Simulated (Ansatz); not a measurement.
# [BF2]+ (SMILES F[B+]F): CCSD/STO-3G

Aim: the vertical singlet–triplet gap of [BF2]+ at CCSD/STO-3G, from 2 runs. 

Program for the calculation: Ansatz 0.2.0.

6 further runs of the same task are left out: 5 that didn't finish, 1 set aside as unsound or not needed.

### Step 1. The molecule

[BF2]+: 3 atoms, total charge +1, spin state singlet. SMILES: `F[B+]F`. The shape is that of a GFN2-xTB optimisation.

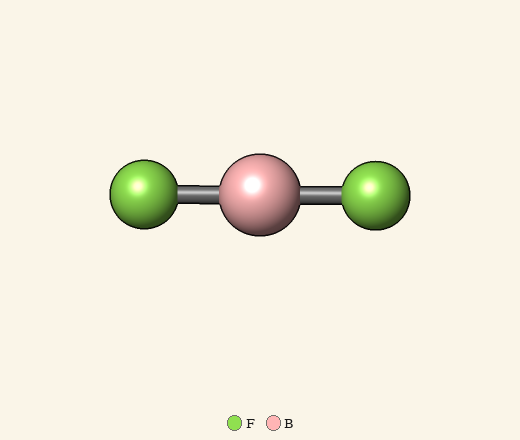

Viewed from a chosen angle; fluorine green, boron pink.

### Step 2. The energy at CCSD/STO-3G

Contents of molecule.yaml:

```yaml
basis:
  gaussian:
    orbitals: STO-3G
crystal:
  periodic: [false, false, false]
  atoms:
    - {symbol: F, position_ang: [0.327370, 1.133870, 0.305680]}
    - {symbol: B, position_ang: [0.000740, -0.000320, 0.000370]}
    - {symbol: F, position_ang: [-0.328120, -1.133550, -0.306050]}
total_charge: 1
correlation:
  method: ccsd
  frozen_orbitals: {B: 1, F: 1}
accuracy: high
scf:
  omitted_lower_state_checks: [cluster_reference, increment]
```

Command:

```
$ ansatz run molecule.yaml --threads 1 --pin off --max-ram 2610MiB --events-out events.jsonl --progress --plain --runs-dir runs
```

Output:

```text
Warning: RAYON_NUM_THREADS=1 ignored (pool sized by the plan → 1); use --threads N
Functional definition: HF
  name "HF"
  exchange = exact_x
  correlation = 0
these checks for a lower state are left out or cut short: cluster_reference, increment
249 factors; integrals over basis functions are off by at most 3.0e-8 eV
mean field evaluation 1: about -5990.0473 eV, gradient 3.4e1 eV
mean field evaluation 2: about -5990.0670 eV, gradient 3.4e1 eV
mean field evaluation 4: about -5993.9103 eV, gradient 8.8e-1 eV
mean field evaluation 8: about -5993.9102 eV, gradient 1.1e-5 eV
mean field -5993.91022924 eV, -220.2721381063 hartree, gradient 1.7e-8 eV, S^2 0.000000; 0 other end points of the search recorded, 0 dependent functions left out
3 core orbitals not correlated: weight in the atoms' cores, before any rotation towards them, 1.000 or more for the frozen orbitals, at most 0.000 for the correlated occupied ones
reference -5993.91022924 eV, -220.2721381063 hartree; 8, 8 occupied and 4, 4 virtual orbitals, 249 factors
second order -2.90730918 eV of doubles, -0.00000000 eV of singles
cycle   1  -2.75612709 eV  change    1.5e-1 eV  update   1.1e-1
cycle   2  -3.04816276 eV  change   -2.9e-1 eV  update   2.9e-2
cycle   3  -3.07294746 eV  change   -2.5e-2 eV  update   1.5e-2
cycle   4  -3.07590245 eV  change   -3.0e-3 eV  update   1.8e-3
cycle   5  -3.07604922 eV  change   -1.5e-4 eV  update   4.5e-4
cycle   6  -3.07604198 eV  change    7.2e-6 eV  update   1.5e-4
cycle   7  -3.07604828 eV  change   -6.3e-6 eV  update   3.0e-5
cycle   8  -3.07604366 eV  change    4.6e-6 eV  update   4.8e-6
cycle   9  -3.07604499 eV  change   -1.3e-6 eV  update   1.2e-6
cycle  10  -3.07604500 eV  change   -7.5e-9 eV  update   2.0e-7
cycle  11  -3.07604501 eV  change   -1.0e-8 eV  update   6.2e-8
cycle  12  -3.07604495 eV  change    5.5e-8 eV  update   2.0e-8
cycle  13  -3.07604481 eV  change    1.5e-7 eV  update   4.8e-8
cycle  14  -3.07604476 eV  change    4.1e-8 eV  update   1.4e-8
cycle  15  -3.07604476 eV  change    3.0e-9 eV  update   4.4e-9
cycle  16  -3.07604476 eV  change  -2.8e-10 eV  update   1.2e-9
Total energy: -5996.98627400 eV, -220.3851806663 hartree
Checks for a lower state left out: cluster_reference, increment
```

Wall time 0.16 s (1 thread of Arm Neoverse V1, shared host).

### Step 3. The triplet

Contents of run.yaml:

```yaml
crystal:
  periodic: [false, false, false]
  atoms:
    - {symbol: F, position_ang: [0.327370, 1.133870, 0.305680]}
    - {symbol: B, position_ang: [0.000740, -0.000320, 0.000370]}
    - {symbol: F, position_ang: [-0.328120, -1.133550, -0.306050]}
basis:
  gaussian:
    orbitals: STO-3G
total_charge: 1
magnetization:
  spin_polarized: true
  initial_magnetization: 2
correlation:
  method: ccsd
  frozen_orbitals: {B: 1, F: 1}
accuracy: high
scf:
  omitted_lower_state_checks: [cluster_reference, increment]
```

Command:

```
$ ansatz run run.yaml --threads 1 --pin off --max-ram 2610MiB --events-out events.jsonl --progress --plain --runs-dir runs
```

Output:

```text
Warning: RAYON_NUM_THREADS=1 ignored (pool sized by the plan → 1); use --threads N
Functional definition: HF
  name "HF"
  exchange = exact_x
  correlation = 0
these checks for a lower state are left out or cut short: cluster_reference, increment
249 factors; integrals over basis functions are off by at most 3.0e-8 eV
mean field evaluation 1: about -5979.4020 eV, gradient 1.4e1 eV
mean field evaluation 2: about -5979.5451 eV, gradient 1.4e1 eV
mean field evaluation 4: about -5981.5324 eV, gradient 1.9e0 eV
mean field evaluation 8: about -5981.6102 eV, gradient 1.0e-1 eV
mean field evaluation 16: about -5983.9041 eV, gradient 1.8e-1 eV
mean field evaluation 32: about -5983.6735 eV, gradient 3.1e-1 eV
mean field evaluation 64: about -5983.6739 eV, gradient 4.9e-2 eV
mean field evaluation 96: about -5983.8979 eV, gradient 1.3e-3 eV
mean field evaluation 128: about -5983.8980 eV, gradient 3.1e-4 eV
mean field evaluation 160: about -5983.8982 eV, gradient 9.5e-4 eV
mean field evaluation 192: about -5983.8981 eV, gradient 2.9e-2 eV
mean field evaluation 224: about -5983.6570 eV, gradient 4.5e-1 eV
mean field evaluation 256: about -5983.8981 eV, gradient 1.9e-2 eV
mean field evaluation 288: about -5983.8981 eV, gradient 1.0e-3 eV
mean field evaluation 320: about -5983.8981 eV, gradient 1.1e-3 eV
mean field evaluation 352: about -5983.8993 eV, gradient 5.9e-2 eV
mean field evaluation 384: about -5981.6081 eV, gradient 1.4e-6 eV
mean field -5983.89816582 eV, -219.9042015621 hartree, gradient 2.1e-8 eV, S^2 2.005253; 22 other end points of the search recorded, 0 dependent functions left out
3 core orbitals not correlated: weight in the atoms' cores, before any rotation towards them, 1.000 or more for the frozen orbitals, at most 0.000 for the correlated occupied ones
reference -5983.89816582 eV, -219.9042015621 hartree; 9, 7 occupied and 3, 5 virtual orbitals, 249 factors
second order -1.89169549 eV of doubles, -0.00000000 eV of singles
cycle   1  -2.02409403 eV  change   -1.3e-1 eV  update   1.1e-1
cycle   2  -2.28839153 eV  change   -2.6e-1 eV  update   5.1e-2
cycle   3  -2.42135404 eV  change   -1.3e-1 eV  update   4.8e-2
cycle   4  -2.60201967 eV  change   -1.8e-1 eV  update   3.5e-2
cycle   5  -2.69959440 eV  change   -9.8e-2 eV  update   2.0e-2
cycle   6  -2.70783548 eV  change   -8.2e-3 eV  update   9.5e-3
cycle   7  -2.71199363 eV  change   -4.2e-3 eV  update   4.5e-3
cycle   8  -2.72501487 eV  change   -1.3e-2 eV  update   3.6e-3
cycle   9  -2.71647615 eV  change    8.5e-3 eV  update   2.4e-3
cycle  10  -2.72598971 eV  change   -9.5e-3 eV  update   1.6e-3
cycle  11  -2.72270218 eV  change    3.3e-3 eV  update   1.2e-3
cycle  12  -2.72358177 eV  change   -8.8e-4 eV  update   9.5e-4
cycle  13  -2.72365830 eV  change   -7.7e-5 eV  update   8.1e-4
cycle  14  -2.72421549 eV  change   -5.6e-4 eV  update   6.5e-4
cycle  15  -2.72375843 eV  change    4.6e-4 eV  update   5.4e-4
cycle  16  -2.72457956 eV  change   -8.2e-4 eV  update   3.9e-4
cycle  17  -2.72496028 eV  change   -3.8e-4 eV  update   2.4e-4
cycle  18  -2.72491717 eV  change    4.3e-5 eV  update   1.5e-4
cycle  19  -2.72472383 eV  change    1.9e-4 eV  update   9.8e-5
cycle  20  -2.72462877 eV  change    9.5e-5 eV  update   5.1e-5
cycle  21  -2.72467638 eV  change   -4.8e-5 eV  update   2.6e-5
cycle  22  -2.72468879 eV  change   -1.2e-5 eV  update   1.2e-5
cycle  23  -2.72469279 eV  change   -4.0e-6 eV  update   6.4e-6
cycle  24  -2.72469421 eV  change   -1.4e-6 eV  update   4.2e-6
cycle  25  -2.72469296 eV  change    1.3e-6 eV  update   2.4e-6
cycle  26  -2.72469432 eV  change   -1.4e-6 eV  update   1.5e-6
cycle  27  -2.72469570 eV  change   -1.4e-6 eV  update   1.1e-6
cycle  28  -2.72469536 eV  change    3.4e-7 eV  update   7.8e-7
cycle  29  -2.72469524 eV  change    1.2e-7 eV  update   6.7e-7
cycle  30  -2.72469449 eV  change    7.5e-7 eV  update   5.5e-7
cycle  31  -2.72469388 eV  change    6.0e-7 eV  update   4.4e-7
cycle  32  -2.72469378 eV  change    1.1e-7 eV  update   2.7e-7
cycle  33  -2.72469364 eV  change    1.3e-7 eV  update   1.7e-7
cycle  34  -2.72469372 eV  change   -7.4e-8 eV  update   1.2e-7
cycle  35  -2.72469361 eV  change    1.1e-7 eV  update   9.5e-8
cycle  36  -2.72469360 eV  change    9.1e-9 eV  update   7.2e-8
cycle  37  -2.72469356 eV  change    4.0e-8 eV  update   6.1e-8
cycle  38  -2.72469348 eV  change    7.7e-8 eV  update   1.3e-7
cycle  39  -2.72469357 eV  change   -9.2e-8 eV  update   7.0e-8
cycle  40  -2.72469362 eV  change   -4.2e-8 eV  update   5.9e-8
cycle  41  -2.72469373 eV  change   -1.1e-7 eV  update   4.0e-8
cycle  42  -2.72469378 eV  change   -4.8e-8 eV  update   2.3e-8
cycle  43  -2.72469381 eV  change   -2.8e-8 eV  update   1.3e-8
cycle  44  -2.72469382 eV  change   -1.0e-8 eV  update   7.6e-9
cycle  45  -2.72469382 eV  change   -4.0e-9 eV  update   5.7e-9
cycle  46  -2.72469382 eV  change   -4.4e-9 eV  update   5.0e-9
cycle  47  -2.72469382 eV  change  -7.1e-10 eV  update   4.1e-9
cycle  48  -2.72469383 eV  change   -4.0e-9 eV  update   2.5e-9
cycle  49  -2.72469383 eV  change   -2.8e-9 eV  update   1.3e-9
cycle  50  -2.72469383 eV  change   -3.2e-9 eV  update  9.8e-10
cycle  51  -2.72469384 eV  change   -3.3e-9 eV  update  6.0e-10
cycle  52  -2.72469384 eV  change  -5.5e-10 eV  update  3.1e-10
Total energy: -5986.62285966 eV, -220.0043322138 hartree
Checks for a lower state left out: cluster_reference, increment
```

Run time: 1.3 s. Hardware: 1 thread of Arm Neoverse V1, shared host.

### Step 4. What came out

Level: CCSD/STO-3G, 3 core orbitals frozen.

| quantity | value |
| --- | --- |
| singlet: total energy | -220.38518 Eh |
| singlet: correlation energy (3 core orbitals frozen) | -113.0 mEh |
| singlet: T1 diagnostic | 0.021 |
| triplet: total energy | -220.00433 Eh |
| triplet: correlation energy (3 core orbitals frozen) | -100.1 mEh |
| triplet: ⟨S²⟩ of the reference determinant | 2.005 |
| triplet: T1 diagnostic | 0.082 |
| vertical energy of the triplet above the singlet | 10.363 eV |

In words: At this shape the triplet lies 10.36 eV (239 kcal/mol) above the singlet. In a minimal basis such a difference can be off by several eV, whatever the method. The T1 diagnostic (singlet) of 0.021 is above the customary mark for such species, so a single reference may not serve. The T1 diagnostic (triplet) of 0.082 is above the customary mark for such species, so a single reference may not serve.
